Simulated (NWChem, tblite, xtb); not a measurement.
**How methods differ on CH5AsS (AsH2(SMe))**

The species is CH5AsS (8 atoms), meant as a singlet with charge 0. As SMILES, `[H][As]([H])SC`. Geometry: a GFN2-xTB relaxation, a rough one for these elements and not checked as a minimum. This is one conformer, not always the lowest.

```xyz
8

As    0.7713    1.5393    0.1016
H     2.0303    1.5460   -0.7204
H     0.2063    2.6011   -0.7931
S    -0.1973   -0.1330   -0.9961
C    -0.6342   -1.2227    0.4103
H     0.2637   -1.5335    0.9373
H    -1.1241   -2.0879   -0.0222
H    -1.3161   -0.7093    1.0827
```

Each level gives the dipole moment (D). The values are calculated.

```json
{"level": "IPEA1-xTB", "kind": "semi-empirical", "program": "tblite", "value (D)": "1.65", "CPU time": "2.6 s"}
{"level": "GFN2-xTB", "kind": "semi-empirical", "program": "xtb", "value (D)": "1.55", "CPU time": "under 2 s"}
{"level": "GFN1-xTB", "kind": "semi-empirical", "program": "tblite", "value (D)": "0.98", "CPU time": "under 2 s"}
{"level": "GFN0-xTB", "kind": "semi-empirical", "program": "xtb", "value (D)": "2.27", "CPU time": "under 2 s"}
{"level": "HF/STO-3G", "kind": "Hartree–Fock", "program": "NWChem", "value (D)": "0.14", "CPU time": "5.6 s"}
{"level": "HF/3-21G", "kind": "Hartree–Fock", "program": "NWChem", "value (D)": "1.72", "CPU time": "6.4 s"}
{"level": "HF/6-31G* (spherical functions)", "kind": "Hartree–Fock", "program": "NWChem", "value (D)": "1.28", "CPU time": "40 s"}
{"level": "B3LYP/6-31G* (spherical functions)", "kind": "global hybrid", "program": "NWChem", "value (D)": "1.13", "CPU time": "50 s"}
{"level": "B3LYP/6-31G* (Cartesian functions)", "kind": "global hybrid", "program": "NWChem", "value (D)": "1.12", "CPU time": "51 s"}
{"level": "PBE0/def2-SVP", "kind": "global hybrid", "program": "NWChem", "value (D)": "1.07", "CPU time": "54 s"}
```

All-electron rows without a relativistic Hamiltonian named are non-relativistic. The values span 0.14 to 2.27 D. Magnitudes only. Sets without polarisation functions give poor dipoles. Without the sets that lack polarisation functions the rows with a basis span only 1.07 to 1.28 D. Times are those of the runs behind each value, whatever else they computed, on shared processors of several kinds: orders of magnitude only.

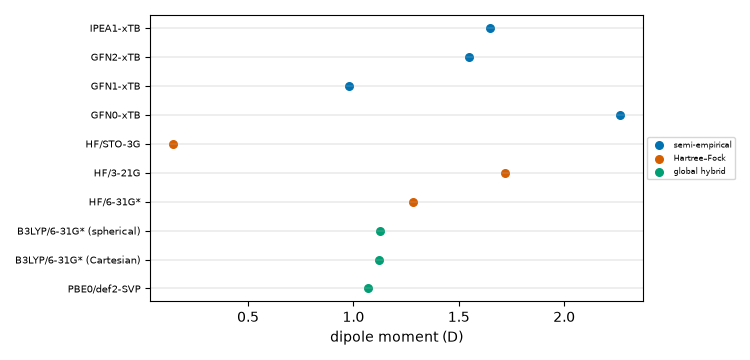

The values of the table, level by level.
